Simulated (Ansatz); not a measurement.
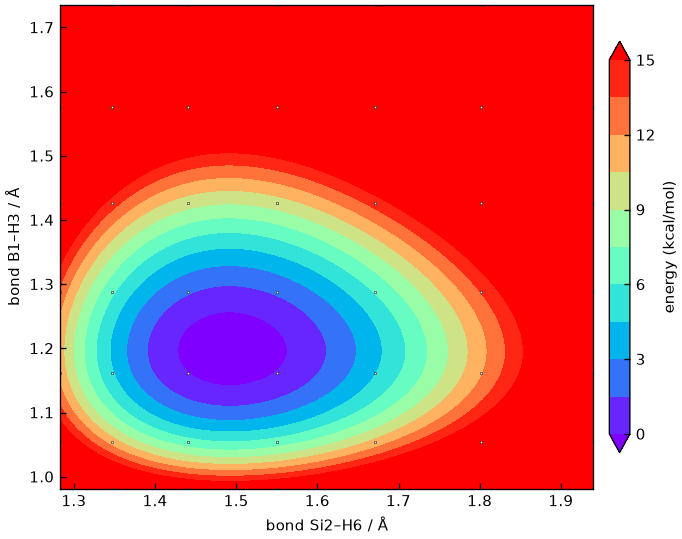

BH5Si, SMILES B[SiH3]. 
- Two internal coordinates are moved rigidly from the geometry relaxed at PBE0-D4/def2-TZVP, all others fixed.
- First axis: bond Si2–H6. Second axis: bond B1–H3.
- The scan uses a 7 × 7 grid.
- Points are written as (first, second).
- Energies are in kcal/mol, from the lowest grid point.
- These are results of RKS PBE0-D4/def2-TZVPP in Ansatz, not measurements.

Drawn: filled contours, dots at the grid points, one colour for all values above the top of the scale. Between grid points the surface is interpolated.

Estimate the position of the minimum and the force constants in these coordinates.

Answer. The interpolated minimum is at bond Si2–H6 ≈ 1.492 Å, bond B1–H3 ≈ 1.196 Å. The curvatures there are about 17 eV/Å² and 23 eV/Å², with a cross term of about 0 eV/Å². Round the minimum the two coordinates are nearly uncoupled. (1 eV is 23.1 kcal/mol.)
